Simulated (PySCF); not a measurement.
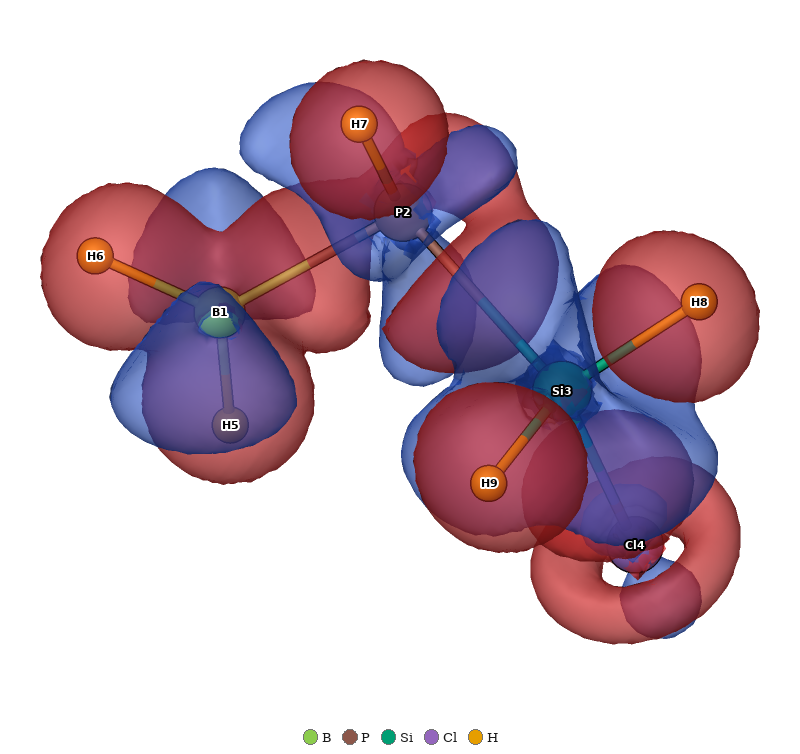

*BClH₅PSi, SMILES `BP[SiH2]Cl`. Deformation density (molecule less spherical, spin-averaged free atoms at the same positions), surfaces at ±0.04 e/Å³; red: gain, blue: loss.*

PySCF calculation, B3LYP/cc-pVTZ, gas phase; geometry: GFN2-xTB. No frequency check shows the geometry to be a minimum. GFN2-xTB bond lengths at metals and heavier atoms can be off by up to 0.1 Å and shapes distorted, which carries into these values.

The calculation's input:

```python
import numpy as np
from pyscf import gto, scf, dft
from pyscf.scf import atom_ks, atom_hf
from scipy.linalg import block_diag

def solve(mol, dm0=None, hcore=None):
    mf = (dft.UKS if mol.spin else dft.RKS)(mol, xc='b3lyp')
    mf.grids.level = 3
    mf = mf.density_fit(auxbasis='def2-universal-jkfit')
    mf.conv_tol, mf.max_cycle = 1e-8, 80
    if hcore is not None:
        mf.get_hcore = lambda *args: hcore
    mf.kernel(dm0)
    if not mf.converged:
        mf = mf.newton().run(mf.mo_coeff, mf.mo_occ, max_cycle=30)
    assert mf.converged, 'SCF not converged'
    return mf

mol = gto.M(atom='''
B     -2.08825    -1.20055     0.45634
P     -1.48561     0.26258    -0.46099
Si     0.51796     0.82952     0.33030
Cl     1.81260    -0.62117    -0.16591
H     -1.40601    -2.14975     0.49900
H     -3.17993    -1.23137     0.87104
H     -2.23440     1.31387     0.02494
H      0.89258     2.06785    -0.34885
H      0.58758     1.01005     1.78313
''', basis='cc-pvtz', charge=0, spin=0, verbose=4)
mf = solve(mol)
mf.analyze()
# spherically averaged free atoms, for the promolecule
atm = atom_ks.get_atm_nrks(mol, xc='b3lyp')
pro = block_diag(*[(atm[a[0]][2] * atm[a[0]][3]) @ atm[a[0]][2].T for a in mol._atom])
np.savez('result.npz', e=mf.e_tot, c=mf.mo_coeff, occ=mf.mo_occ, eps=mf.mo_energy, pro=pro, dip=mf.dip_moment(verbose=0), s2=mf.spin_square()[0])
```

Launched as:

```sh
OMP_NUM_THREADS=1 python input.py
```

The run took 18 s on 1 thread of Intel(R) Xeon(R) Platinum 8488C (Sapphire Rapids), with other jobs on the host, peak memory 0.76 GiB.

Partitions, critical points and surface values were worked out afterwards from this run's density.

Describe the bonding that the map shows.

B1–H5: +0.52 e/Å³ at the bond critical point (bond length 1.17 Å, Mayer order 1.0). B1–H6: +0.52 e/Å³ at the bond critical point (bond length 1.17 Å, Mayer order 1.0). B1–P2: +0.37 e/Å³ at the bond critical point (bond length 1.83 Å, Mayer order 1.3). Si3–H8: +0.23 e/Å³ at the bond critical point (bond length 1.46 Å, Mayer order 1.0). Si3–H9: +0.23 e/Å³ at the bond critical point (bond length 1.47 Å, Mayer order 0.9). P2–H7: +0.23 e/Å³ at the bond critical point (bond length 1.38 Å, Mayer order 0.9). P2–Si3: +0.16 e/Å³ at the bond critical point (bond length 2.23 Å, Mayer order 1.0). Si3–Cl4: +0.07 e/Å³ at the bond critical point (bond length 2.01 Å, Mayer order 1.2); up to 0.6 Å beside the axis the gain reaches +0.22 e/Å³. In all, 2.2 electrons gather in the regions of gain relative to the promolecule. A small or negative value marks a very polar bond, one between electron-rich atoms, whose free-atom densities already overlap strongly, a long bond to a heavier atom, or a closed-shell contact such as a hydrogen bond.

Where do the Hirshfeld charges lie?

The highest Hirshfeld charge is on Si3 (+0.31 e), the lowest on Cl4 (−0.10 e).
